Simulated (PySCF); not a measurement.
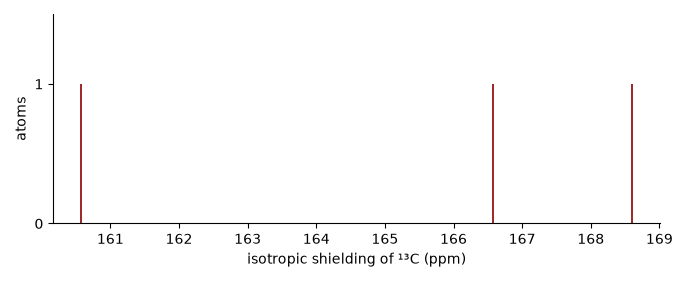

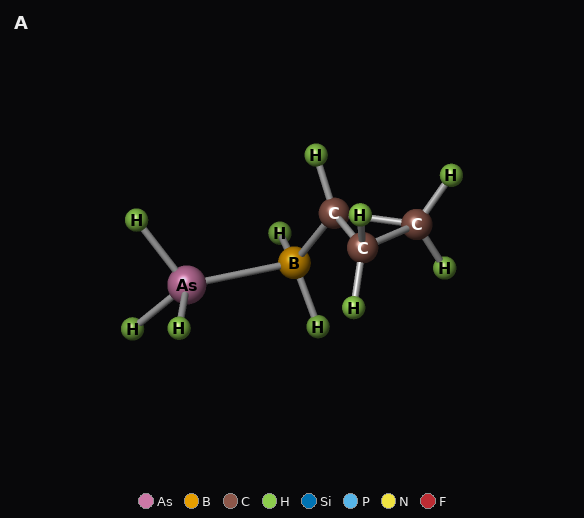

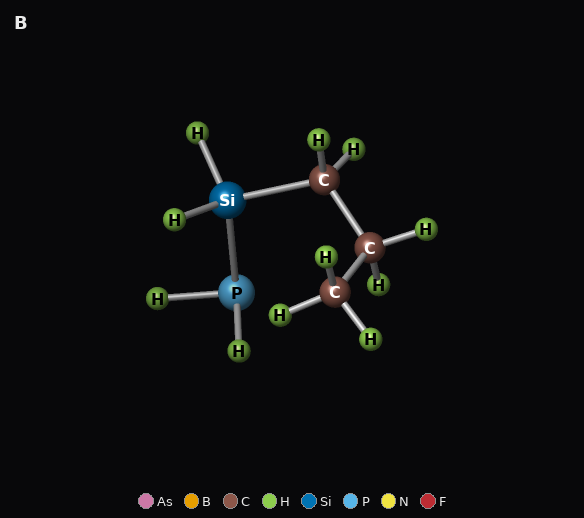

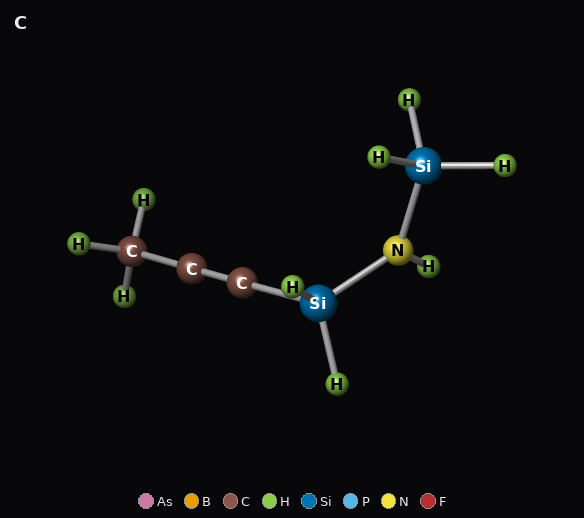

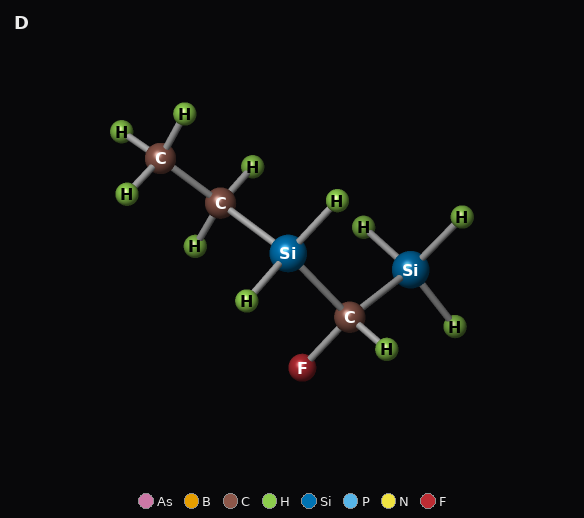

The sticks are computed shieldings of one of the molecules, for one fixed geometry (PBE0-D3(BJ)/def2-SVP) without averaging over rotations. Low shielding means a high chemical shift. Method: GIAO KT2/pcSseg-1 NMR shielding, non-relativistic, gas phase (PySCF 2.14.0).

Question: Match the spectrum to a structure.

Answer: B, `CCC[SiH2]P`. Its 3 C atoms give lines at 160.6, 166.6, 168.6 ppm.
